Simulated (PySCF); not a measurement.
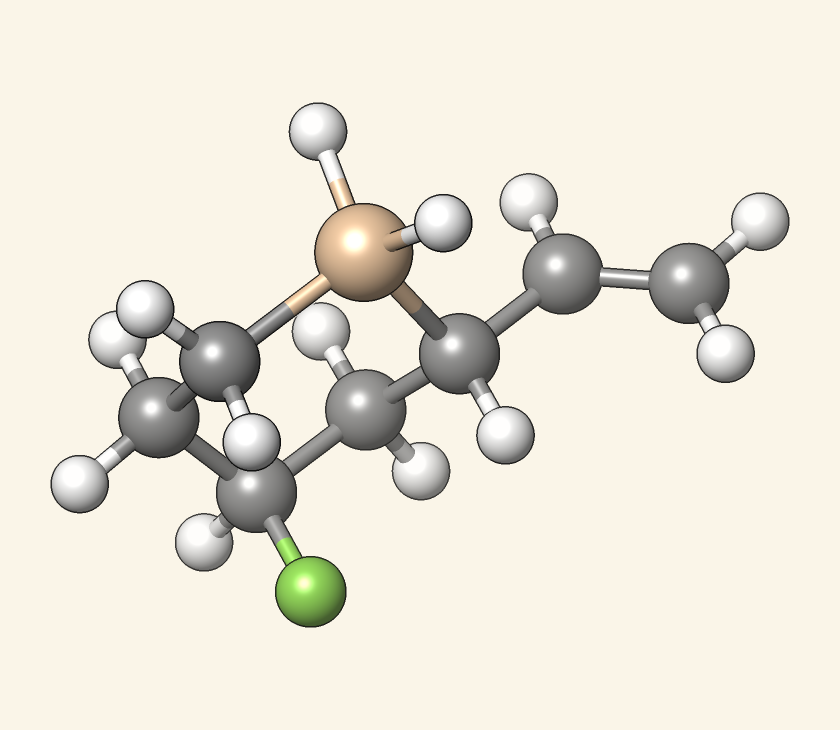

Colours: carbon grey, fluorine green, silicon light orange, hydrogen white.

Computed geometry: GFN2-xTB optimisation. No frequency run is at hand to confirm it as a minimum.

Identify the structure.

It has 22 atoms: 7 carbon, 13 hydrogen, 1 fluorine and 1 silicon (C₇H₁₃FSi). Its SMILES string is `C=C[C@@H]1C[C@@H](F)CC[SiH2]1`. Independent rings (smallest set): 1 of 6 members. Among its groups: alkene, C–F bond, Si–H bond. The point group is C1. Coordination: 2 C trigonal planar; 5 C tetrahedral; 1 Si tetrahedral.

The parts below concern this one geometry. Atoms keep their numbers from picture to picture.

**Charges**

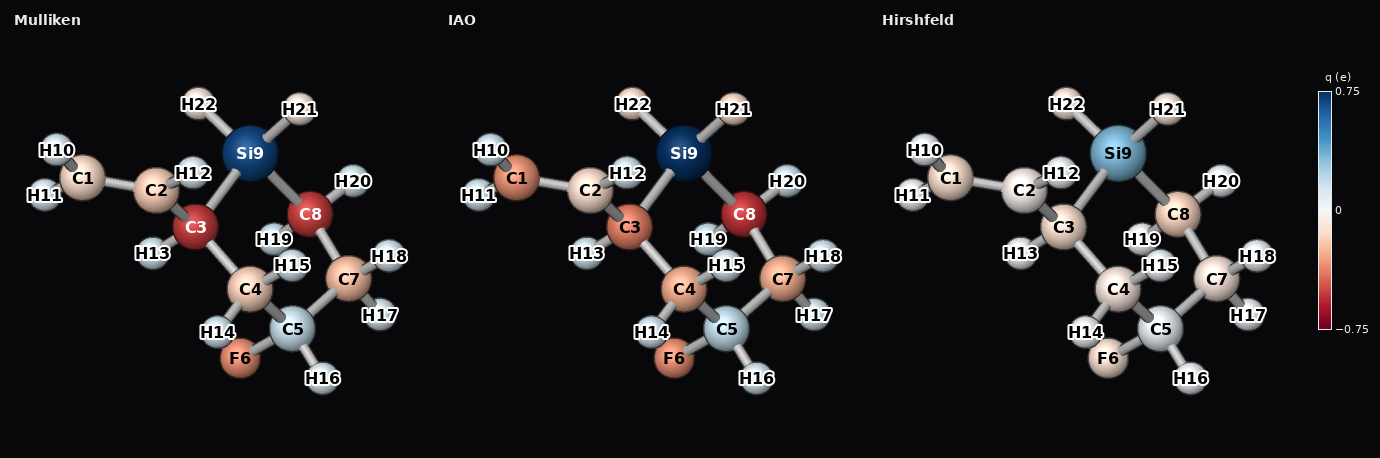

Atomic charges of one calculation by 3 schemes, on one colour scale. No frequency run is at hand to confirm it as a minimum. Method: PBE0/pcSseg-1 (PySCF 2.14.0).

On which atom do the schemes disagree most?

On C3 (from −0.53 to −0.11 e); Si9 (from 0.34 to 0.75 e).

List the charges (e), one line for each set of equivalent atoms.

| atom | Mulliken | IAO | Hirshfeld |
| --- | --- | --- | --- |
| C1 | −0.14 | −0.34 | −0.11 |
| C2 | −0.18 | −0.13 | −0.04 |
| C3 | −0.53 | −0.38 | −0.11 |
| C4 | −0.17 | −0.27 | −0.08 |
| C5 | 0.17 | 0.18 | 0.07 |
| F6 | −0.34 | −0.34 | −0.11 |
| C7 | −0.23 | −0.27 | −0.08 |
| C8 | −0.52 | −0.54 | −0.16 |
| Si9 | 0.69 | 0.75 | 0.34 |
| H10 | 0.11 | 0.15 | 0.04 |
| H11 | 0.11 | 0.14 | 0.04 |
| H12 | 0.10 | 0.14 | 0.04 |
| H13 | 0.15 | 0.15 | 0.04 |
| H14 | 0.14 | 0.14 | 0.04 |
| H15 | 0.12 | 0.13 | 0.04 |
| H16 | 0.10 | 0.13 | 0.04 |
| H17 | 0.13 | 0.14 | 0.04 |
| H18 | 0.12 | 0.14 | 0.04 |
| H19 | 0.15 | 0.15 | 0.04 |
| H20 | 0.14 | 0.15 | 0.04 |
| H21 | −0.07 | −0.13 | −0.08 |
| H22 | −0.07 | −0.12 | −0.08 |

**NMR shielding**

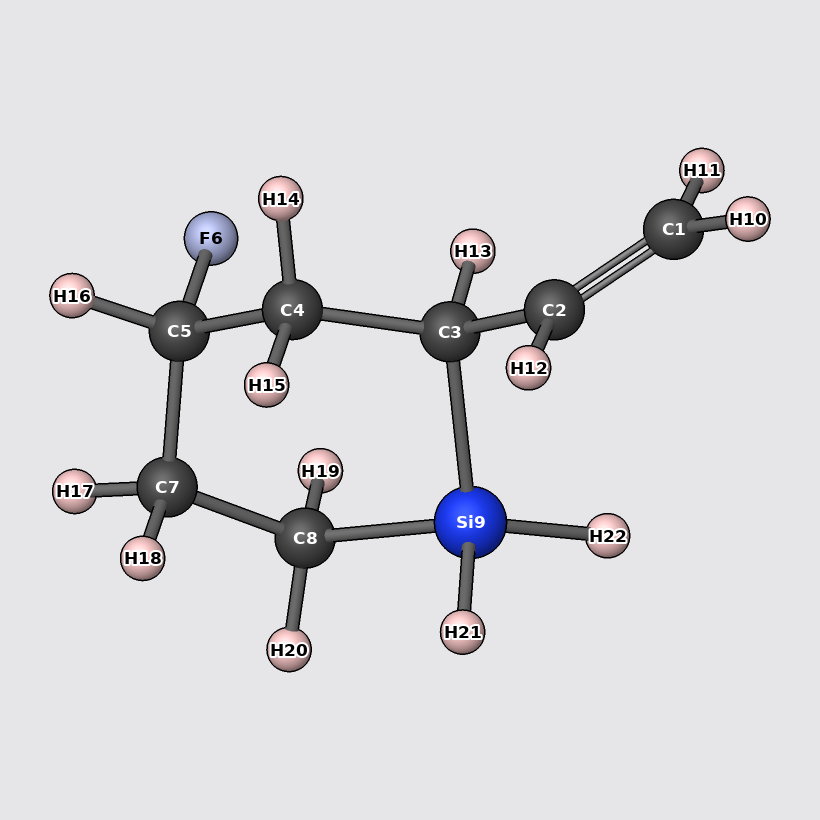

The questions are on isotropic NMR shieldings of the H atoms. No frequency run is at hand to confirm it as a minimum. Level of theory: GIAO PBE0/pcSseg-1 NMR shielding, non-relativistic, gas phase (PySCF 2.14.0).

Which H atom is the most shielded (lowest chemical shift)?

H20 (30.99 ppm).

Which H atom is the least shielded (highest chemical shift)?

H12 (25.80 ppm).

How wide is the range of H shifts?

5.19 ppm.

Give the isotropic NMR shieldings of the H atoms atom by atom.

| atom | σ (ppm) |
| --- | --- |
| H10 | 26.60 |
| H11 | 26.34 |
| H12 | 25.80 |
| H13 | 29.29 |
| H14 | 29.24 |
| H15 | 30.38 |
| H16 | 26.58 |
| H17 | 29.20 |
| H18 | 30.39 |
| H19 | 30.33 |
| H20 | 30.99 |
| H21 | 27.84 |
| H22 | 27.75 |

**Bond orders**

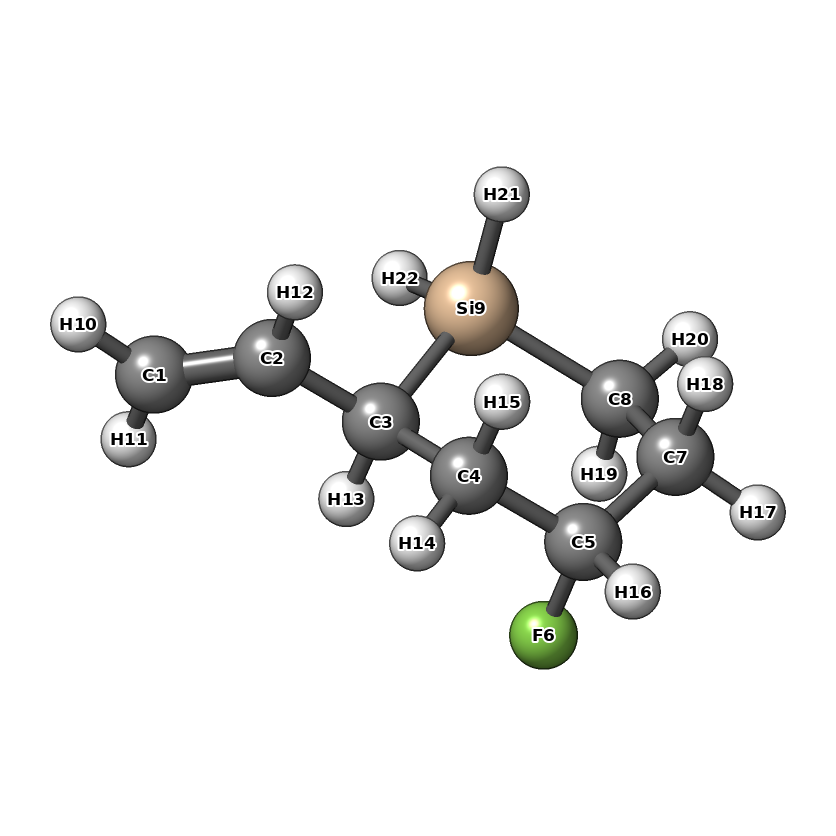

The thickness of each stick grows with its Mayer bond order. No frequency run is at hand to confirm it as a minimum. Method: PBE0/pcSseg-1 (PySCF 2.14.0).

List the Mayer bond orders of C1–C2, C2–C3, C3–C4, C3–Si9, C4–C5, C5–F6, C5–C7, C7–C8, C8–Si9 (bonds between heavy atoms, one of each equivalent set).

```json
{"bond": "C1–C2", "Mayer order": "1.98", "length (Å)": "1.321"}
{"bond": "C2–C3", "Mayer order": "1.01", "length (Å)": "1.489"}
{"bond": "C3–C4", "Mayer order": "0.98", "length (Å)": "1.533"}
{"bond": "C3–Si9", "Mayer order": "0.85", "length (Å)": "1.912"}
{"bond": "C4–C5", "Mayer order": "1.03", "length (Å)": "1.528"}
{"bond": "C5–F6", "Mayer order": "0.85", "length (Å)": "1.387"}
{"bond": "C5–C7", "Mayer order": "1.02", "length (Å)": "1.528"}
{"bond": "C7–C8", "Mayer order": "1.03", "length (Å)": "1.528"}
{"bond": "C8–Si9", "Mayer order": "0.91", "length (Å)": "1.899"}
```

**Electronic properties**

No frequency run is at hand to confirm it as a minimum. Level of theory: PBE0/pcSseg-1, gas phase (PySCF 2.14.0).

Give the HOMO–LUMO gap at this level.

7.31 eV.

Estimate the dipole moment.

1.58 D.

What is the HOMO energy (Kohn–Sham orbital)?

−7.00 eV.

Mulliken values depend strongly on the basis set and can even reverse the polarity of a bond. The geometry is semi-empirical. Around Si such bond lengths and angles can be off by a tenth of an ångström or more and by several degrees, and values that hang on the shape move with them.
